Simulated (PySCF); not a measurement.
C₃H₄FP, SMILES `C=C/P=C/F`.

PySCF calculation, B3LYP/def2-SVP, gas phase; geometry: GFN2-xTB. No frequency check shows the geometry to be a minimum. GFN2-xTB bond lengths at metals and heavier atoms can be off by up to 0.1 Å and shapes distorted, which carries into these values. Without diffuse functions Rydberg states are missing, so the states' numbers hold for this basis only.

Coordinates in Å:

```
C1       2.6376   -0.0878    0.0000
C2       1.3751   -0.4960    0.0000
P3      -0.0101    0.6677    0.0000
C4      -1.2450   -0.4651    0.0000
F5      -2.5330   -0.0890    0.0000
H6       3.4628   -0.7813    0.0000
H7       2.8930    0.9589    0.0000
H8       1.1365   -1.5529    0.0000
H9      -1.1498   -1.5453    0.0000
```

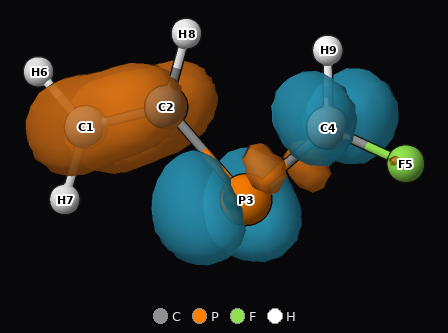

Unrelaxed difference density of S₂ less the ground state (TDA singlet states), ±0.03 e/Å³; light blue: gain, orange: loss.

Question: How does the charge move on excitation?

Answer: 0.53 e is displaced in all, of which about 0.4 e passes between atoms: C1 (0.22 e) and C2 (0.16 e) lose electrons and P3 (0.23 e) and C4 (0.17 e) gain them. The state: 5.46 eV (227 nm), f = 0.398 (bright), π → π*; the leading pair carries 90 %; hole on C1 (29 %), C2 (21 %) and P3 (19 %), electron on P3 (42 %), C4 (33 %) and F5 (7 %); their centroids lie 1.2 Å apart.

Run time: 5.8 min on 1 thread of Intel(R) Xeon(R) Processor @ 2.50GHz (Skylake/Cascade Lake), with other jobs on the host, peak memory 0.52 GiB.
